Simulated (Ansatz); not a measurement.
**Ligand exchange: C5H9Br + GaH2(NH2) → C5H11N + GaH2Br**

Species: C5H9Br (bromocyclopentane) `BrC1CCCC1`, singlet; GaH2(NH2), singlet; C5H11N `NC1CCCC1`, singlet; GaH2Br `[GaH2][Br]`, singlet. The partners trade Br for NH2: C–Br and Ga–NH2 bonds give way to C–NH2 and Ga–Br.

Shapes, held fixed at every level: PBE0-D4/def2-TZVP. Flexible molecules stand in one conformer, not always the lowest. Programs: Ansatz 0.2.0. Electronic energies: no zero-point or thermal term.

| level | kind | ΔE (kJ/mol) | less CCSD(T)/def2-TZVPP |
| --- | --- | --- | --- |
| HF/def2-SVP | Hartree–Fock | -96.9 | -40.0 |
| PBE-D4/def2-TZVPP | GGA | -59.9 | -3.0 |
| r2SCAN-D4/def2-TZVPP | meta-GGA | -62.4 | -5.5 |
| r2SCAN0-D4/def2-TZVPP | global hybrid | -68.9 | -12.0 |
| wB97M-V/def2-TZVPP | range-separated hybrid | -64.5 | -7.6 |
| MP2/def2-SVP | perturbation theory | -70.6 | -13.7 |
| CCSD/def2-TZVPP | coupled cluster or CI | -61.1 | -4.2 |
| CCSD(T)/def2-TZVPP | coupled cluster or CI | -56.9 | 0.0 |

The highest level, CCSD(T)/def2-TZVPP, gives ΔE = -56.9 kJ/mol; the levels span -96.9 to -56.9. The column of differences is taken from that level and isn't an error. No measured value is set beside it here. Relativity is left out for Br, Ga. Outer-core shells of Br, Ga are correlated, in sets that cover them unevenly. CCSD(T)/def2-TZVPP lies outside the range of all other levels here, so it shouldn't be taken on trust.

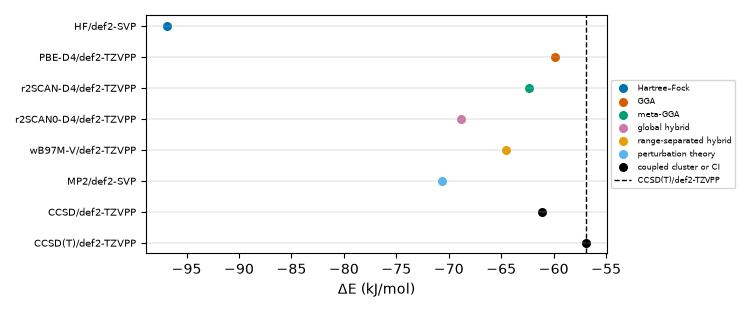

The values of the table, level by level.
